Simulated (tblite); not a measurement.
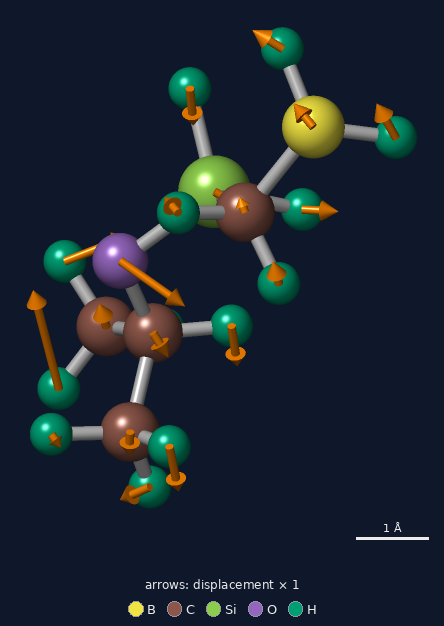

This is a relaxation of C4H13BOSi. The starting structure is drawn; orange arrows show the displacements, at their true length. The two geometries are superimposed by the best rigid fit.

Style: ball-and-stick. Shown from a free direction.

These are results of GFN2-xTB geometry optimisation, gas phase (tblite), not measurements. 

Q: Atoms of which element are displaced furthest, and by how much?

A: Hydrogen: up to 1.76 Å, against 1.12 Å for oxygen.

Q: What did the optimiser do to the structure, and how much energy did it gain?

A: After 141 geometry steps the energy has fallen by 118.6 kJ/mol. An H atom moves most after the best rigid fit: 1.76 Å. Largest moves by element: H 1.76 Å, O 1.12 Å, C 0.46 Å, B 0.45 Å, Si 0.44 Å. Some distances before and after: O–Si 1.713 → 1.615 Å, B–C 1.585 → 1.538 Å, C–H 1.125 → 1.086 Å, C–Si 1.868 → 1.906 Å. Bond angles that change, for instance: Si–O–C 110.0° → 130.2°, C–Si–O 112.3° → 101.9°, C–B–H 114.7° → 120.6°. Groups turn about O–Si by about 65°, C–C by about 55°, C–O by about 50°. Cost: 1.8 s on 1 thread of Arm Neoverse N1, with other jobs on the host.
